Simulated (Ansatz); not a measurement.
**C3H10GeSi: density, localisation and related maps**

```yaml
atoms:
  - { symbol: C, position_ang: [-1.3580, -1.9004, 0.5759] }
  - { symbol: C, position_ang: [-1.0520, -1.1177, -0.4683] }
  - { symbol: C, position_ang: [0.4849, 1.5458, -0.8834] }
  - { symbol: Ge, position_ang: [-2.1607, 1.6440, 1.4798] }
  - { symbol: Si, position_ang: [-1.2044, 0.7581, -0.5411] }
  - { symbol: H, position_ang: [-1.2363, -2.9894, 0.5429] }
  - { symbol: H, position_ang: [-1.7461, -1.4957, 1.5182] }
  - { symbol: H, position_ang: [-0.6690, -1.6125, -1.3738] }
  - { symbol: H, position_ang: [-2.1219, 1.1154, -1.6705] }
  - { symbol: H, position_ang: [0.9148, 1.1458, -1.8166] }
  - { symbol: H, position_ang: [1.1934, 1.3376, -0.0658] }
  - { symbol: H, position_ang: [0.3961, 2.6385, -0.9932] }
  - { symbol: H, position_ang: [-1.2791, 1.3520, 2.7173] }
  - { symbol: H, position_ang: [-2.3051, 3.1801, 1.3724] }
  - { symbol: H, position_ang: [-3.5649, 1.0638, 1.7637] }
```

Geometry: B3LYP/def2-SVP.

Theory: isolated molecule in a Gaussian basis; Kohn-Sham density functional theory, functional PBE0 (Ansatz).

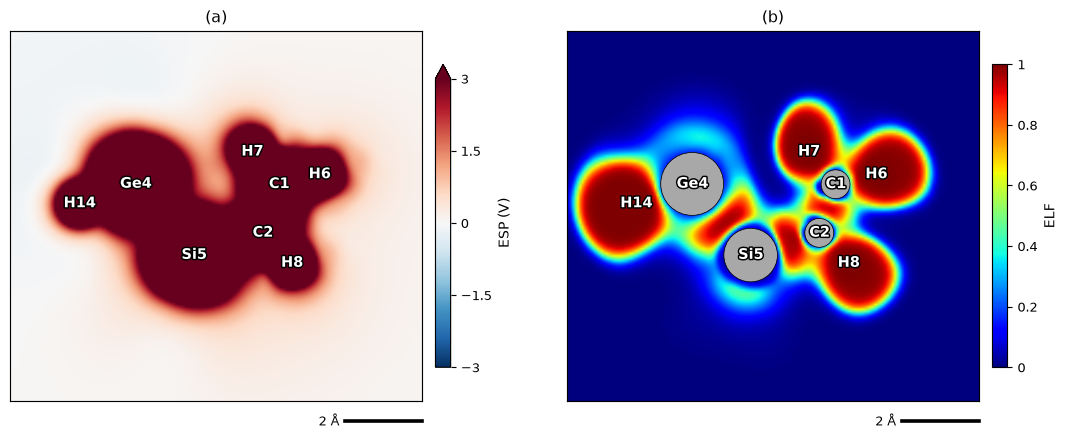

Figure 1. (a) electrostatic potential; (b) ELF on the plane of atoms C2, Si5 and Ge4. Grey discs cover the atomic cores in the ELF map.

Q: Read the bonding off the picture.

A:
- The plane passes through C, Ge, Si and H nuclei.
- C–C (1.34 Å): the ELF peaks at about 0.90 between the atoms: a short, multiple covalent bond.
- C–Si (1.88 Å): the ELF peaks at about 1 between the atoms; a shared electron pair.
- Si–Ge (2.40 Å): the ELF peaks at about 0.95 between the atoms: a shared electron pair.
- C–H (1.10 Å): the ELF climbs to about 1 towards the hydrogen, as it does in any bond to H; an ordinary covalent bond to hydrogen.
- Ge–H (1.55 Å): the ELF climbs to about 1 towards the hydrogen.
- The potential has no marked negative region in this plane.

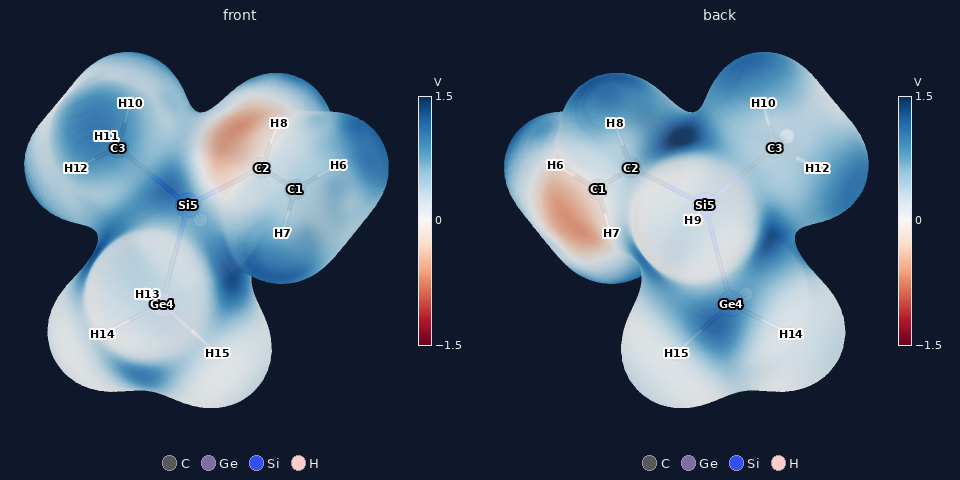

Figure 2. The molecular electrostatic potential painted on the density surface at 0.004 e/bohr³, seen from the front and from behind; the colour scale runs from red (negative) to blue (positive).

Q: Which sites attract a positive test charge, and which a negative one?

A: A positive charge is drawn to the negative regions and a negative charge to the positive ones. The most negative region (about −0.6 V) lies over the π face of C1 and C2, the most positive (about +1.4 V) over Ge4 and Si5.

Q: What dipole moment does the calculation give?

A: Its dipole moment is 1.11 D.

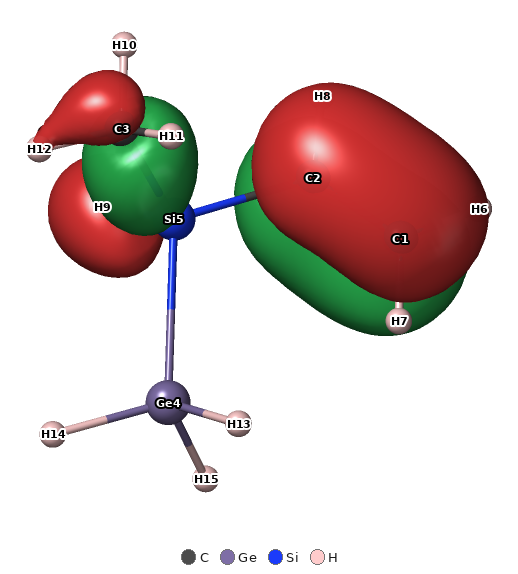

Figure 3. The HOMO−1 at ±0.1 Å⁻³ᐟ² (green and red are the two phases), seen at a tilt.

Q: Describe this orbital and give its energy.

A: Its weight (Hirshfeld) is mainly on C1 (about 35 %), C2 (about 35 %) and C3 (about 5 %); π-bonding across C1–C2. Its energy is −7.93 eV.

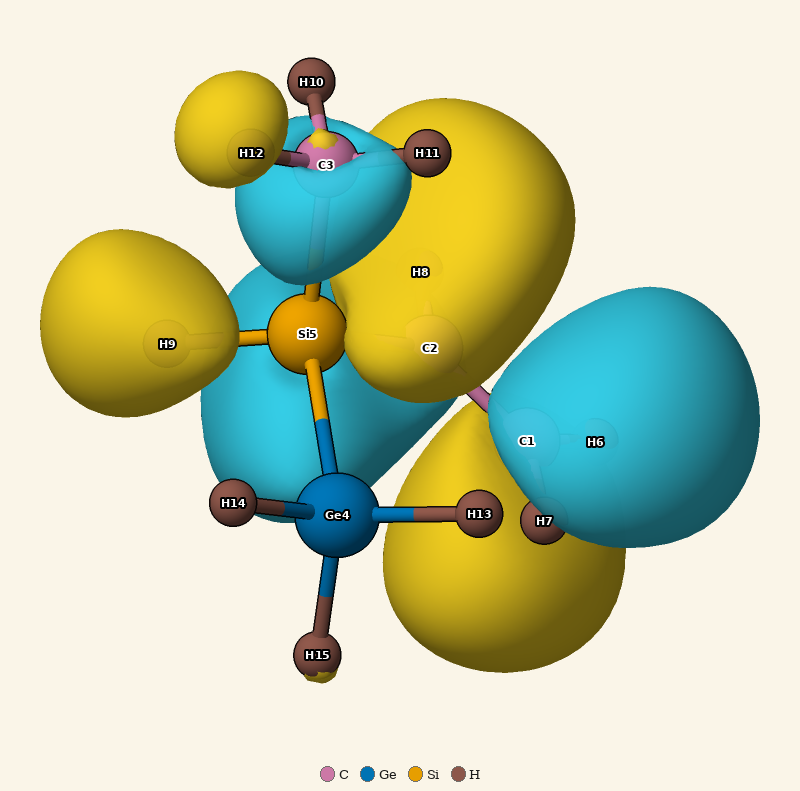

Figure 4. The LUMO at ±0.05 Å⁻³ᐟ² (yellow and cyan are the two phases), seen at an oblique angle.

Q: Describe this orbital and give its energy.

A: Its weight (Hirshfeld) is mainly on C1 (about 35 %), C2 (about 25 %) and Si5 (about 15 %); π-antibonding (π*) across C1–C2. Its energy is −0.54 eV.
